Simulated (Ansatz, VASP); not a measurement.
**Cross-check of BaPbSO between VASP and Ansatz**

Aim: how closely do two programs agree when they are given the same cell, functional and k mesh? The cell is invented: As first built, before any earlier steps moved the atoms (in the runner's words): it takes the BaO structure with some of its atoms replaced by other elements, volume scaled by an estimate. It may not be a known or stable phase. The cell is taken from a series of VASP runs on this material, whose earlier steps may have relaxed, scaled or displaced it; both programs get it as it stands. Other levels of theory on this material are compared in a session of their own. Valence electrons are named where the data sets of a main pair hold unlike numbers.

Calculated with Ansatz 0.2.0; plane waves, with VASP 6.6.1 beside it; band structure at PBEsol.

## Step 1: Set-up

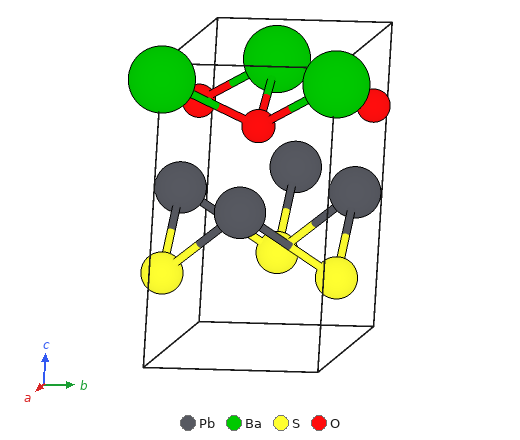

The starting structure, seen slightly off an axis (lead dark grey, barium green, sulfur yellow, oxygen red). This picture shows the conventional cell, with its axes. Some periodic images of atoms are drawn too.

## Step 2: Ansatz: band structure, PBEsol

Ansatz runs on its default PAW (the set named soft_2) files.

The same path points are solved in both programs, so levels can be compared one by one.

The input, input.yaml:

```yaml
crystal:
  lattice:
    - [3.5057891512, -2.0284323734, 0.0019404956]
    - [3.5057891512, 2.0284323734, 0.0019404956]
    - [-2.3354016464, 0.0, 6.6780514396]
  atoms:
    - { symbol: Pb, position: [0.503268333, 0.503268333, 0.5173146894] }
    - { symbol: Ba, position: [0.9808797546, 0.9808797546, 0.9443702113] }
    - { symbol: S, position: [0.757061009, 0.757061009, 0.2742546812] }
    - { symbol: O, position: [0.2549294194, 0.2549294194, 0.7650364191] }
hamiltonian:
  xc: pbesol
  pseudopotentials: { kind: paw }
kpoints:
  mp_grid: { grid: [7, 7, 4] }
  band_path:
    path:
      - [0.0, 0.0, 0.0]
      - [-0.16667, -0.16667, 0.0]
      - [-0.33333, -0.33333, 0.0]
      - [-0.5, -0.5, 0.0]
      - [-0.51023, -0.51023, 0.06262]
      - [-0.5225, -0.5225, 0.13776]
      - [-0.53068, -0.53068, 0.18786]
      - [-0.51841, -0.51841, 0.31271]
      - [-0.50818, -0.50818, 0.41676]
      - [-0.51245, -0.48755, 0.5]
      - [-0.57471, -0.42529, 0.5]
      - [-0.64942, -0.35058, 0.5]
      - [-0.29234, 0.29234, 0.5]
      - [-0.16705, 0.16705, 0.5]
      - [-0.06264, 0.06264, 0.5]
      - [0.0, 0.0, 0.5]
      - [-0.06258, -0.06258, 0.54162]
      - [-0.21902, -0.21902, 0.64567]
      - [-0.40674, -0.40674, 0.77053]
      - [-0.52081, -0.47919, 0.0]
      - [-0.58326, -0.41674, 0.0]
      - [-0.63529, -0.36471, 0.0]
      - [-0.27511, 0.27511, 0.0]
      - [-0.16048, 0.16048, 0.0]
      - [-0.02293, 0.02293, 0.0]
      - [-0.1, 0.0, 0.0]
      - [-0.3, 0.0, 0.0]
      - [-0.46667, 0.0, 0.0]
      - [-0.36667, 0.0, 0.36667]
      - [-0.2, 0.0, 0.2]
      - [0.0, 0.0, 0.0]
    npoints: 1
scf:
  occupations: { method: fermi_dirac, width: 0.05 }
  n_extra_bands: 8
output:
  forces: true
  stress: true
  eigenvalues: true
  write_density: true
  write_potential: true
  elf: true
  volumetric_format: npy
```

Run with:

```bash
> ansatz run input.yaml --threads 2 --pin off --max-ram 4608MiB --backend cpu --events-out ev --progress --plain --runs-dir out
```

Numbers of over 12 decimals in the logs are rounded to 6 here.

The program printed:

```text
scf.n_extra_bands = 8 over 18 filled bands (N_el = 36.0): the run solves 26 bands
Engine: ansatz 0.2.0, aarch64-unknown-linux-gnu
Pseudopotentials: kind: paw
Pseudopotential: Pb, paw, valence charge 14, recommended cutoff 420 eV (normal), Pb.paw.azcp
Pseudopotential: Ba, paw, valence charge 10, recommended cutoff 420 eV (normal), Ba.paw.azcp
Pseudopotential: S, paw, valence charge 6, recommended cutoff 420 eV (normal), S.paw.azcp
Pseudopotential: O, paw, valence charge 6, recommended cutoff 420 eV (normal), O.paw.azcp
Functional definition: PBEsol
  exchange = pbesol_x
  correlation = pbesol_c
Crystal: 4 atoms, lattice volume = 94.997 Å³
Basis set: ecut = 420 eV, 1861 PW (Γ), exchange–correlation on 60×60×96 points (8 copies of the dense FFT grid, shifted against one another)
Bands: 26, of which v1, the nominal top of the filled ones, is band 18 counted from 1 (17 counted from 0)
Symmetry: 2 space group operations
Space group: Cm (ITA 8), of the structure as read, at distance tolerance 4.6e-5 Å
k-points: 60 of 196 (time reversal used)
Non-local potential: Pb, projectors of the file, l = 0: 2, l = 1: 2, l = 2: 2, l = 3: 2
Non-local potential: Ba, projectors of the file, l = 0: 3, l = 1: 2, l = 2: 2, l = 3: 2
Non-local potential: S, projectors of the file, l = 0: 2, l = 1: 2, l = 2: 2
Non-local potential: O, projectors of the file, l = 0: 2, l = 1: 2, l = 2: 1
PAW form: soft (Blöchl's): semilocal exchange-correlation on the pseudo side does not see the compensation charge
PAW frozen core: Pb, regenerated for the run's functional, and the local potential with it (the file was generated under x = pbe(κ = 0.804, μ = 0.219515), c = pbe(β = 0.066725))
PAW frozen core: Ba, regenerated for the run's functional, and the local potential with it (the file was generated under x = pbe(κ = 0.804, μ = 0.219515), c = pbe(β = 0.066725))
PAW frozen core: S, regenerated for the run's functional, and the local potential with it (the file was generated under x = pbe(κ = 0.804, μ = 0.219515), c = pbe(β = 0.066725))
PAW frozen core: O, regenerated for the run's functional, and the local potential with it (the file was generated under x = pbe(κ = 0.804, μ = 0.219515), c = pbe(β = 0.066725))
PAW one-centre angular grid: Pb, 590 points (default); XC on 64 Gauss nodes
PAW one-centre angular grid: Ba, 194 points (default); XC on 64 Gauss nodes
PAW one-centre angular grid: S, 110 points (default); XC on 64 Gauss nodes
PAW one-centre angular grid: O, 110 points (default); XC on 64 Gauss nodes
Initial density: superposition of atomic densities (neutral atoms: chi_scale 0, normalization atom), corrected by the library's trained network
Initial wavefunctions: pseudopotential atomic-orbital guess
Functional: x = pbesol(κ = 0.804, μ = 0.123457), c = pbesol(β = 0.046)
SCF iter   1: F=—  HF=-19066.914548 eV  |F-HF|=—  |Δ(HF+E_count)|=         —  Δρ=1.06e-2  dr2=1.19e-1  ethr=1.77e-3  ⟨swp⟩=9.8  Hψ=9991  notcnv=0  defer=19
preconditioner: auto → Resta (q_TF=auto, 2.321 Å⁻¹)  ε∞=3.4  [insulator: Δε(μ)=1.763 eV  Ē_g=14.488 eV  σ=0.050 eV  W_gap=1.00  n_scr=22 (ndim 8)  ℏωp=22.2 eV  f_vac=0.001  D(μ)=0.00/eV (n_scr^D=0)  ε∞_Penn≈3.4]
SCF iter   2: F=—  HF=-19066.894906 eV  |F-HF|=—  |Δ(HF+E_count)|=   1.96e-2  Δρ=4.46e-3  dr2=2.58e-2  ethr=3.29e-4  ⟨swp⟩=2.0  Hψ=2282  notcnv=0  defer=115
SCF iter   3: F=—  HF=-19066.890736 eV  |F-HF|=—  |Δ(HF+E_count)|=   4.17e-3  Δρ=9.09e-4  dr2=8.01e-4  ethr=7.16e-5  ⟨swp⟩=2.0  Hψ=1944  notcnv=0  defer=144
SCF iter   4: F=—  HF=-19066.890572 eV  |F-HF|=—  |Δ(HF+E_count)|=   1.64e-4  Δρ=2.33e-4  dr2=9.39e-5  ethr=2.22e-6  ⟨swp⟩=2.0  Hψ=1864  notcnv=0  defer=144
SCF iter   5: F=—  HF=-19066.890583 eV  |F-HF|=—  |Δ(HF+E_count)|=   1.03e-5  Δρ=1.12e-4  dr2=2.10e-5  ethr=2.61e-7  ⟨swp⟩=1.5  Hψ=1661  notcnv=0  defer=144
SCF iter   6: F=—  HF=-19066.890582 eV  |F-HF|=—  |Δ(HF+E_count)|=   9.01e-7  Δρ=3.15e-5  dr2=1.97e-6  ethr=5.84e-8  ⟨swp⟩=2.1  Hψ=2046  notcnv=0  defer=144
SCF iter   7: F=-19066.890581 eV  HF=-19066.890582 eV  |F-HF|=5.74e-8  |Δ(HF+E_count)|=   1.46e-7  Δρ=6.27e-6  dr2=8.99e-8  ethr=2.78e-10  ⟨swp⟩=13.4  Hψ=13376  notcnv=0
SCF 1 converged in 7 iterations: F = -19066.890581 eV  dr2 = 8.99e-8
  greatest PAW one-centre occupation: 0.982 electrons in one spin orbital (limit 2), on the Pb atom at site 0 (counted from 0), in its partial waves of l = 2
NSCF: frozen V_eff on 31 k-points
SCF converged after 7 iterations
Free energy (F): -19066.890581 eV
Harris-Foulkes:  -19066.890582 eV  (|F-HF|=5.74e-8)
Internal energy: -19066.890581 eV  (E = F + TS)
E sigma→0 (E₀):  -19066.890581 eV
Fermi energy:    8.961001 eV
--- Per-component energies (eV) ---
  E_band       = -76.670488
  E_kinetic    = 737.127900
  E_local      = -1899.378928  (includes V_loc(G=0)·N_el)
  E_nonlocal   = 487.450306
  E_hartree    = 728.820851
  E_xc         = -556.872473
  E_vxc        = -451.631066  (∫ρ·V_xc dr)
  E_paw        = -16129.502914  (= ΣΔE_a)
  E_vpaw       = -407.891703  (= ΣTr[D̂ρ^β])
  E_aug_tail   = 0.002388  (compensation charges beyond the density's cutoff)
  E_ewald      = -2434.848497
  E_core_change = 0.310787  (= ΣΔE_core)
  E_smearing   = -0.000000  (= −TS)
  E_closure    = 0.000000  (closes the sum)
  Σ components = -19066.890581   (vs F -19066.890581, Δ=0.00e0)
--- Forces (eV/Å), atoms counted from 1 ---
  atom   1  Pb    -0.00086307     0.00000000     0.01504471
  atom   2  Ba     0.00009947     0.00000000    -0.11285306
  atom   3  S      0.00069058     0.00000000    -0.06451548
  atom   4  O      0.00007223     0.00000000     0.16254278
  max |Σ_I F_I| component: 2.19e-4 eV/Å
--- Stress (GPa, compression-positive) ---
       -0.832945       0.000000      -0.009957
        0.000000      -0.843251       0.000000
       -0.009957       0.000000      -0.649489
  P = ⅓ Tr σ = -0.7752 GPa (-7.752 kbar)
--- Band table (eV; the first three rows and the last of 60) ---
  k-point 0: bands = [... 14 lower, 6.6617, 6.8279, 7.0608, 7.0811, 10.4405, 12.6062, 12.6471, 12.6938, ... 4 higher]
  k-point 1: bands = [... 14 lower, 6.3163, 7.1425, 7.1632, 7.4958, 10.1636, 12.1965, 12.2090, 12.2424, ... 4 higher]
  k-point 2: bands = [... 14 lower, 6.2744, 7.2181, 7.2393, 7.9712, 9.8521, 11.7941, 11.9395, 11.9703, ... 4 higher]
  k-point 59: bands = [... 14 lower, 5.8804, 6.7765, 7.1390, 7.8170, 10.8785, 11.5831, 12.1276, 13.0187, ... 4 higher]
```

The job ended after 10 s (2 threads of Arm Neoverse V2, shared host; peak memory 0.44 GiB).

Reading the cycles: dr2 is the Hartree energy of the density residual (eV), the measure of convergence; HF is the Harris–Foulkes estimate of the energy, which meets the free energy F at convergence.

## Step 3: VASP: band structure, PBEsol

The same cell, functional, mesh and smearing now go to VASP, with its own data sets.

Lines of VASP's logs that name or quote its potential files are left out, and so is its time.

The input, INCAR:

```
SYSTEM = BaPbSO
PREC = Accurate
ENCUT = 520
EDIFF = 1E-06
NELM = 100
ISMEAR = -1
SIGMA = 0.05
LREAL = .FALSE.
ALGO = Normal
GGA = PS
NBANDS = 32
LORBIT = 11
LWAVE = .FALSE.
LCHARG = .FALSE.
KPAR = 2
```

The input, POSCAR:

```
BaPbSO
1.0
    3.5057891512     -2.0284323734      0.0019404956
    3.5057891512      2.0284323734      0.0019404956
   -2.3354016464      0.0000000000      6.6780514396
Pb Ba S O
1 1 1 1
Direct
    0.5032683330      0.5032683330      0.5173146894
    0.9808797546      0.9808797546      0.9443702113
    0.7570610090      0.7570610090      0.2742546812
    0.2549294194      0.2549294194      0.7650364191
```

The input, KPOINTS:

```
Automatic mesh
0
Gamma
7 7 4
0 0 0
```

The input, KPOINTS_OPT:

```
Line mode
16
Line-mode
Reciprocal
  0.00000000   0.00000000   0.00000000 GAMMA
 -0.50000000  -0.50000000   0.00000000 Y

 -0.50000000  -0.50000000   0.00000000 Y
 -0.53068143  -0.53068143   0.18785566 F

 -0.53068143  -0.53068143   0.18785566 F
 -0.50000000  -0.50000000   0.50000000 L

 -0.50000000  -0.50000000   0.50000000 L
 -0.68677751  -0.31322249   0.50000000 I

 -0.31322249   0.31322249   0.50000000 I1
  0.00000000   0.00000000   0.50000000 Z

  0.00000000   0.00000000   0.50000000 Z
 -0.46931857  -0.46931857   0.81214434 F1

 -0.50000000  -0.50000000   0.00000000 Y
 -0.65610769  -0.34389231   0.00000000 X1

 -0.34389231   0.34389231   0.00000000 X
  0.00000000   0.00000000   0.00000000 GAMMA

  0.00000000   0.00000000   0.00000000 GAMMA
 -0.50000000   0.00000000   0.00000000 N

 -0.50000000   0.00000000   0.50000000 M
  0.00000000   0.00000000   0.00000000 GAMMA
```

The projector-augmented-wave data sets are Pb_d, Ba_sv, S and O (PBE family, release 64).

Run with:

```bash
> mpirun -np 2 vasp_std
```

The program printed:

```text
[banner, memory and clock lines left out]
running    2 mpi-ranks, on    1 nodes
 distrk:  each k-point on    1 cores,    2 groups
 distr:  one band on    1 cores,    1 groups

 POSCAR found type information on POSCAR PbBaS O
 POSCAR found :  4 types and       4 ions
|                                                                             |
|               ----> ADVICE to this user running VASP <----                  |
|                                                                             |
|     You enforced a specific xc type in the INCAR file but a different       |
|     [... a line on the potential file left out ...]
|     I HOPE YOU KNOW WHAT YOU ARE DOING!                                     |
|                                                                             |

 LDA part: xc-table for (Slater+PW92), standard interpolation
 POSCAR, INCAR and KPOINTS ok, starting setup
 FFT: planning ... GRIDC
 FFT: planning ... GRID_SOFT
 FFT: planning ... GRID
 WAVECAR not read
 entering main loop
       N       E                     dE             d eps       ncg     rms          rms(c)
DAV:   1     0.330380846517E+03    0.33038E+03   -0.16257E+04  3840   0.114E+03
DAV:   2     0.879605226666E+01   -0.32158E+03   -0.29390E+03  4176   0.315E+02
DAV:   3    -0.238306995823E+02   -0.32627E+02   -0.31988E+02  4824   0.106E+02
DAV:   4    -0.253279088440E+02   -0.14972E+01   -0.14911E+01  5424   0.213E+01
DAV:   5    -0.253632303500E+02   -0.35322E-01   -0.35311E-01  5144   0.290E+00    0.109E+01
DAV:   6    -0.222435259714E+02    0.31197E+01   -0.10080E+01  5032   0.215E+01    0.784E+00
DAV:   7    -0.218290485438E+02    0.41448E+00   -0.32106E+00  5096   0.809E+00    0.322E+00
DAV:   8    -0.217336386076E+02    0.95410E-01   -0.54216E-01  4984   0.422E+00    0.149E+00
DAV:   9    -0.217348932229E+02   -0.12546E-02   -0.55696E-02  4848   0.142E+00    0.404E-01
DAV:  10    -0.217352328320E+02   -0.33961E-03   -0.55717E-03  5472   0.617E-01    0.188E-01
DAV:  11    -0.217354844650E+02   -0.25163E-03   -0.92165E-04  5304   0.175E-01    0.979E-02
DAV:  12    -0.217355413898E+02   -0.56925E-04   -0.35893E-04  4816   0.150E-01    0.156E-02
DAV:  13    -0.217355371746E+02    0.42152E-05   -0.53322E-05  5160   0.519E-02    0.824E-03
DAV:  14    -0.217355384868E+02   -0.13122E-05   -0.87635E-06  5376   0.171E-02    0.549E-03
DAV:  15    -0.217355386546E+02   -0.16782E-06   -0.20003E-06  3672   0.106E-02
   1 F= -.21735539E+02 E0= -.21735539E+02  d E =-.479141E-09
 Start KPOINTS_OPT (optional k-point list driver)
k-point batch [1-60\160]
       N       E                     dE             ncg
DAV:   1     0.647558240048E+04   -0.51826E+05     3840
DAV:   2    -0.121929785699E+05   -0.18669E+05     4072
DAV:   3    -0.141626062652E+05   -0.19696E+04     4792
DAV:   4    -0.142583042467E+05   -0.95698E+02     5552
DAV:   5    -0.142606330035E+05   -0.23288E+01     5008
DAV:   6    -0.142606918535E+05   -0.58850E-01     5688
DAV:   7    -0.142606926216E+05   -0.76806E-03     5040
DAV:   8    -0.142606926307E+05   -0.90846E-05     4400
DAV:   9    -0.142606926311E+05   -0.45976E-06     3168
[...]
k-point batch [121-160\160]
       N       E                     dE             ncg
DAV:   1     0.270794165223E+05   -0.15027E+05     2560
DAV:   2     0.143691035737E+05   -0.12710E+05     2744
DAV:   3     0.130263564516E+05   -0.13427E+04     3208
DAV:   4     0.129626860614E+05   -0.63670E+02     3568
DAV:   5     0.129610422666E+05   -0.16438E+01     3392
DAV:   6     0.129610032548E+05   -0.39012E-01     3648
DAV:   7     0.129610027196E+05   -0.53515E-03     3424
DAV:   8     0.129610027132E+05   -0.63676E-05     2704
DAV:   9     0.129610027129E+05   -0.32648E-06     2080
```

[end of part 1 of 2]

[Lines on the potential files, build, host, timing and source positions are cut from VASP's logs without a mark.]

[Logs are printed without paths, hosts, clocks, repeated set-up lines and the standing remarks that a program may print on its own settings, such as how far it seeks lower states.]

[Hosts, paths, dates, database ids (printed as entryN), source tags and the programs' standing remarks are cut or masked in the printed files.]
